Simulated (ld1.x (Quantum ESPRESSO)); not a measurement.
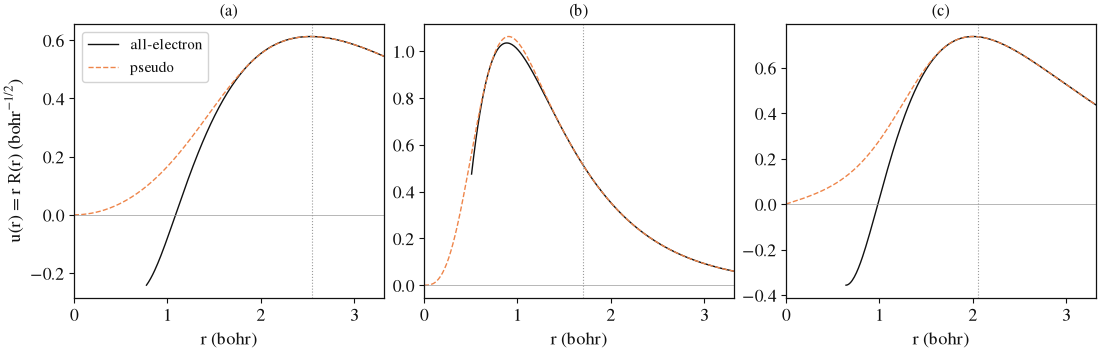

Pseudo-waves (dashed) against the all-electron radial functions (solid). Dotted lines mark the matching radii. The all-electron curves start outside the innermost oscillations, which aren't drawn.

ld1.x (Quantum ESPRESSO) 7.5, PBEsol, scalar-relativistic. The levels are (a) -4.03 eV, (b) -26.55 eV, (c) -11.04 eV.

Question: Identify the atom and the shell in each panel.

Answer: Tin (Sn), core [Kr], valence 4d10 5s1.5 5p2.5 (neutral): (a) 5p, (b) 4d, (c) 5s.

Question: Are the pseudo-waves norm-conserving?

Answer: Yes. The TM scheme keeps the all-electron norm inside the radius.
